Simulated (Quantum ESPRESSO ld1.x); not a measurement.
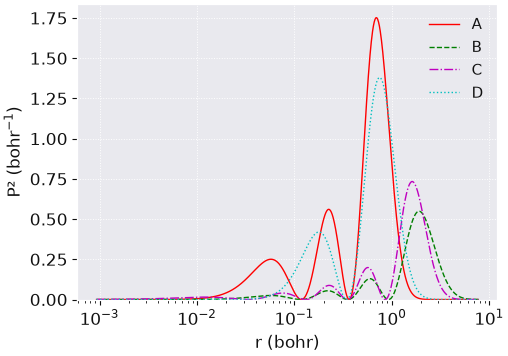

System: atomic xenon (Xe), configuration [Kr] 4d10 5s2 5p6. Theory: scalar-relativistic Kohn-Sham, LDA (Slater exchange, Perdew-Zunger correlation), spin-polarised, spherical densities, point nucleus (computed with Quantum ESPRESSO ld1.x 7.5).

The plot shows the radial probability densities P² of 5p, 4p, 4d and 5s.

Q: Which curve belongs to which orbital?

Answer: A is 4p; B is 5p; C is 5s; D is 4d. 4p: outer maximum at 0.694 bohr, ⟨r⟩ = 0.765 bohr, 2 nodes, eigenvalue −141.0 eV; 4d: outer maximum at 0.746 bohr, ⟨r⟩ = 0.878 bohr, 1 node, eigenvalue −59.4 eV; 5s: outer maximum at 1.62 bohr, ⟨r⟩ = 1.85 bohr, 4 nodes, eigenvalue −20.0 eV; 5p: outer maximum at 1.90 bohr, ⟨r⟩ = 2.31 bohr, 3 nodes, eigenvalue −8.39 eV.
